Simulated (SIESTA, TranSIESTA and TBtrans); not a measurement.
Device: Pt chain with one C atom inserted. Leads: straight Pt chain, spacing 2.4 Å. Geometry: 3 atoms about the centre moved by SIESTA (PBE, DZP) to a largest force of 0.04 eV/Å, all others as built, motion along the axis alone.

Computed with TranSIESTA and TBtrans, PBE, DZ numerical orbitals (energy shift 0.15 eV), PseudoDojo norm-conserving scalar-relativistic potentials, mesh cutoff 200 Ry, 300 K, spin-polarised (collinear), no spin-orbit coupling; self-consistent non-equilibrium Green functions.

Energies count from the leads' Fermi level. Transmissions are for each spin. The energy step is 0.01 eV; narrower resonances are cut or missed.

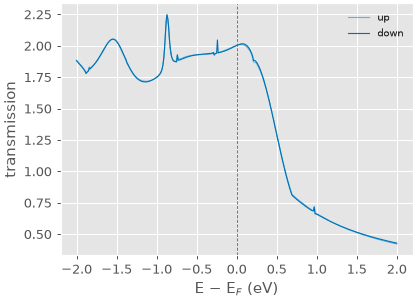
Fig. 1. Transmission against energy

```tsv
E (eV)	T up	T down	lead channels up	down
-2.00	1.88	1.88	3	3
-1.80	1.84	1.84	4	4
-1.60	2.03	2.03	4	4
-1.40	1.91	1.91	4	4
-1.20	1.73	1.72	band edge	band edge
-1.00	1.75	1.75	6	6
-0.80	1.89	1.89	6	6
-0.60	1.92	1.91	6	6
-0.40	1.93	1.93	band edge	band edge
-0.20	1.95	1.95	4	4
0.00	2.00	2.00	4	4
0.20	1.91	1.92	4	4
0.40	1.58	1.58	3	3
0.60	1.02	1.01	3	3
0.80	0.76	0.75	1	1
1.00	0.66	0.66	1	1
1.20	0.59	0.59	1	1
1.40	0.54	0.54	1	1
1.60	0.49	0.50	1	1
1.80	0.45	0.46	1	1
2.00	0.42	0.43	1	1
```

A magnetic start was tried, and the separate lead runs end without a moment. The straight chain is held at its spacing; free chains may zigzag or dimerise. Spin-orbit coupling, left out here, matters for the heavy atoms.
